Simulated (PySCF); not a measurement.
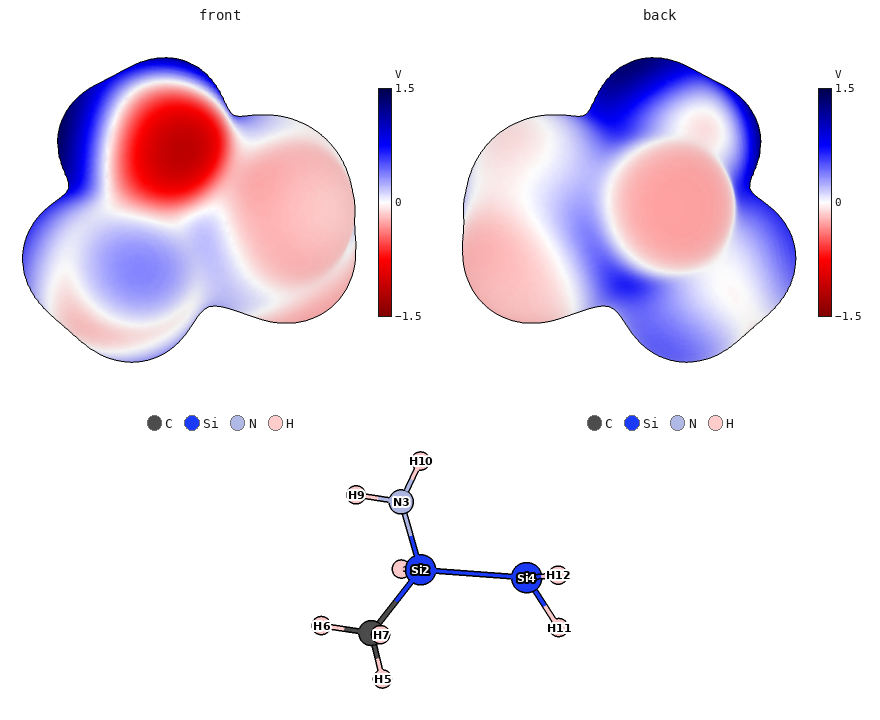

*CH$_{8}$NSi$_{2}$ (doublet). The molecular electrostatic potential painted on the density surface at 0.001 e/bohr³, seen from the front and from behind; red is negative and blue positive. The bare structure is drawn below in the same view.*

Geometry: GFN2-xTB.

Level of theory: PySCF 2.14.0, density-fitted response routines, UKS B3LYP, pcH-1 on C H N Si, non-relativistic, mean-field spin-orbit, GIAO.

The calculation's input:

```
{"job": {"kind": "epr", "basis": "pcH-1"}, "charge": 0, "multiplicity": 2}
C     -0.927593    -1.359855     0.177945
Si    -0.080183     0.201392    -0.514963
N     -0.840369     1.504074     0.335995
Si     2.145417     0.451958    -0.099302
H     -0.470899    -2.256311    -0.232059
H     -1.988394    -1.395775    -0.057959
H     -0.829596    -1.406904     1.259012
H     -0.351186     0.210741    -1.973973
H     -1.833515     1.458847     0.498534
H     -0.578088     2.451011     0.118323
H      3.085034    -0.427556    -0.801148
H      2.670569     0.567693     1.263568
```

Launched as:

```sh
OMP_NUM_THREADS=1 python probes_run.py task.json out
```

Question: Which sites attract a positive test charge, and which a negative one?

Answer: A positive charge is drawn to the negative regions and a negative charge to the positive ones. The most negative region (about −1.1 V) lies over N3, the most positive (about +1.3 V) over H9 and H10. N3 is the likeliest acceptor of a hydrogen bond.
